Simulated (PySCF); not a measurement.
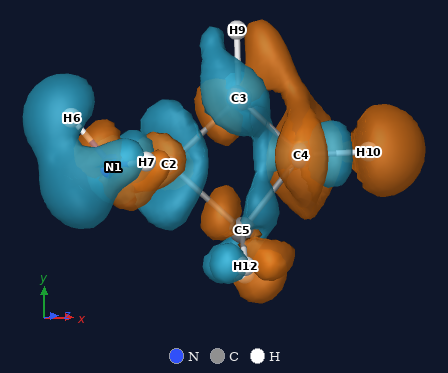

*C4H7N, SMILES `NC1C=CC1`. Change of the electron density in a uniform field of 0.10 V/Å, surfaces at ±0.001 e/Å³ (light blue: gain, orange: loss).*

PySCF calculation, BP86/def2-SVP, gas phase; geometry: GFN2-xTB. No frequency check shows the geometry to be a minimum. A basis without diffuse functions makes polarisabilities too small.

**Along which Cartesian direction does the field point?**

Along +x: electrons gather on the −x side, against the field.

**What dipole is induced, and what polarisability does it imply?**

The induced dipole is 0.28 D (along the field); α along this axis, from the fields in both directions, is 54 bohr³ (8.1 Å³).

**Which atoms gain and lose the most charge?**

Electrons gather most on H6 (Hirshfeld charge changes by −0.004 e) and leave C4 most (+0.005 e); 0.025 electrons are displaced in all.
